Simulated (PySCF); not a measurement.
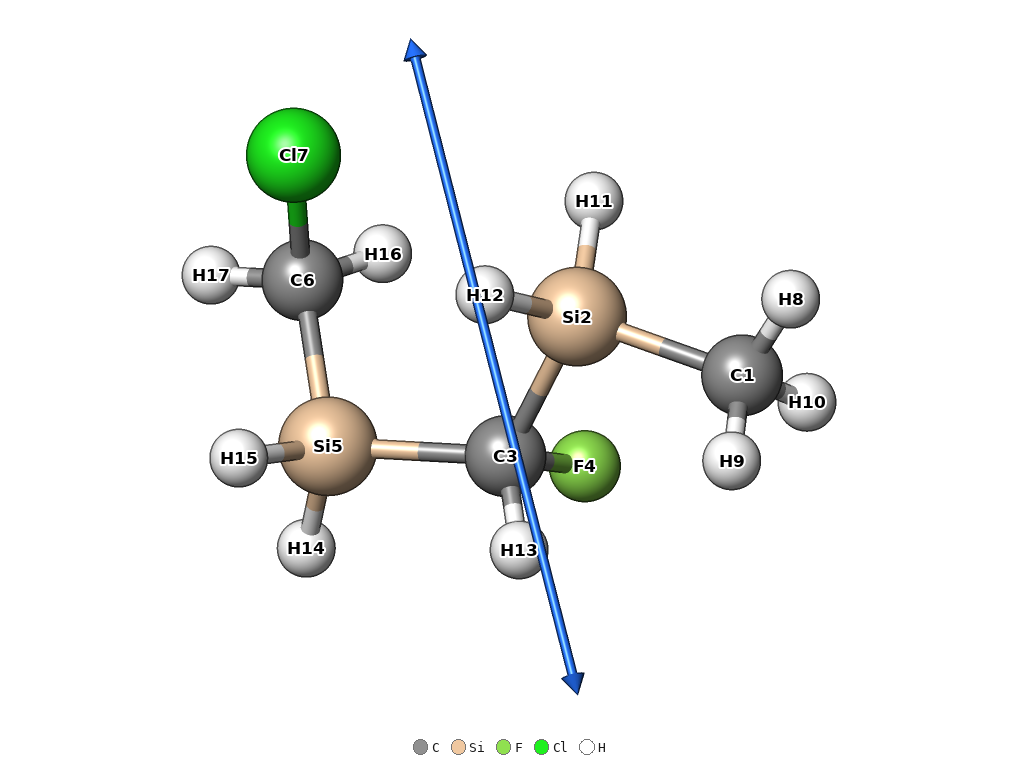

The double arrow shows the direction of the transition dipole to excited singlet state 1 (its length means nothing). Computed geometry: GFN2-xTB optimisation. No frequency run is at hand to confirm it as a minimum. Properties computed with TDDFT ωB97X-D/def2-SVPD, vertical, gas phase, core orbitals frozen in the response (PySCF 2.14.0).

Question: Give its energy, strength and character.

Answer: 6.90 eV (180 nm), oscillator strength 0.019, of mixed character, with the largest part HOMO → LUMO (weight 0.48); transition dipole 0.86 D.

The geometry is semi-empirical. Around Si such bond lengths and angles can be off by a tenth of an ångström or more and by several degrees, and values that hang on the shape move with them.
